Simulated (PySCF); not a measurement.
**C6H8OSi: density, localisation and related maps**

```
atom    x (Å)    y (Å)    z (Å)
   C   1.6895   0.4176   2.0620
   C   1.0116  -0.2269   1.3139
   C   0.2278  -0.9950   0.3781
   C   1.0929  -1.2508  -0.8677
   O   1.9315  -2.0912  -1.0334
  Si   0.1689   0.0952  -1.9031
   C  -0.8997  -0.1814  -0.3218
   C  -1.4296   1.0133   0.4562
   H   2.2681   0.9720   2.7387
   H  -0.1070  -1.9151   0.8656
   H  -0.3943  -0.2885  -3.1925
   H   0.8653   1.3760  -1.9436
   H  -1.7373  -0.8573  -0.5185
   H  -1.8746   0.6949   1.3983
   H  -0.6302   1.7152   0.6808
   H  -2.1906   1.5307  -0.1244
```

Geometry: GFN2-xTB.

Level of theory: PySCF, B3LYP/def2-SVPD, SCF density, gas phase.

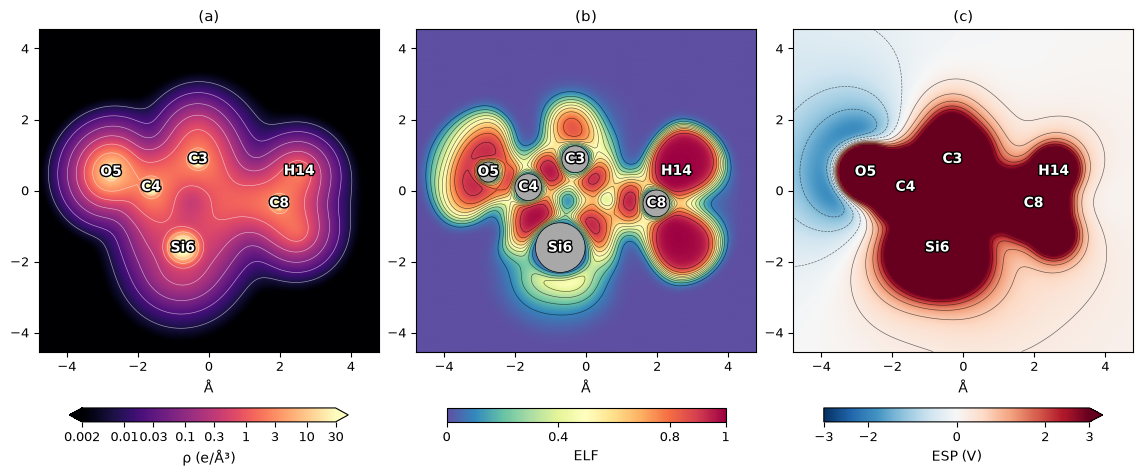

Figure 1. (a) total electron density; (b) electron localisation function; (c) electrostatic potential on the plane of atoms C3, C4 and O5. Grey discs cover the atomic cores in the ELF map.

> What do the fields say about this system?

Atoms in the plane: C, O, Si and H.
C–O (1.20 Å): ρ at the midpoint is about 3.4 e/Å³; the ELF peaks at about 0.85 between the atoms: a short, multiple covalent bond.
C–Si (1.93 Å): ρ is about 0.88 e/Å³ halfway; the ELF peaks at about 0.95 between the atoms, as expected for a covalent bond.
The ELF also peaks beside O5, away from the bonds: lone-pair regions.
Outside the dense part of the molecule the potential is most negative (−1.9 V) near O5.

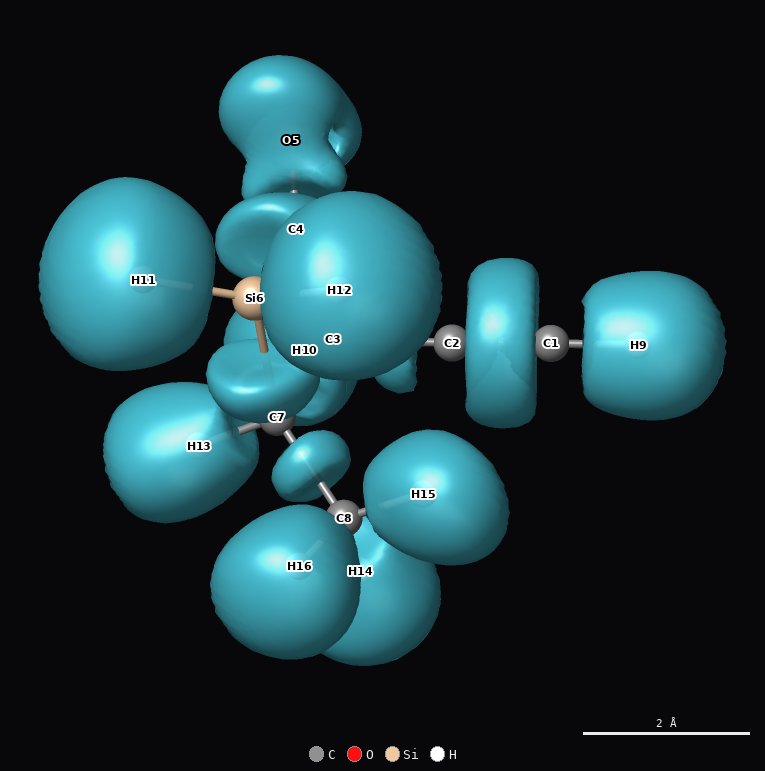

Figure 2. Isosurface of the electron localisation function at 0.75 (cyan), seen at a tilt. Core shells and regions of very low density are left out.

> Describe the localisation domains.

At this value the surface marks out five regions between bonded C–C atoms (shared pairs), two regions between bonded C–Si atoms (shared pairs), eight regions around hydrogen nuclei and one region on O in which the atom's valence shell and bonds are merged.


C–C (1.20 Å): the ELF peaks at about 0.80 between the atoms: a multiple bond.

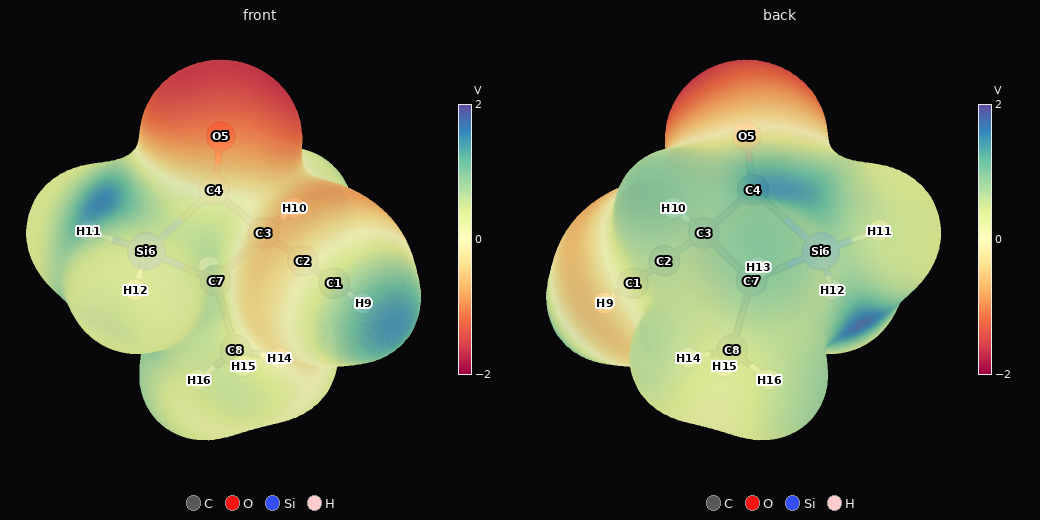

Figure 3. The electrostatic potential painted on the density surface at 0.002 e/bohr³, seen from the front and from behind; red is negative and blue positive.

> Describe the electrostatic potential map.

The most negative region (about −1.6 V) lies over O5, the most positive (about +1.6 V) over Si6 and H9. O5 is the likeliest acceptor of a hydrogen bond.

> What dipole moment does the calculation give?

Its dipole moment is 3.06 D.
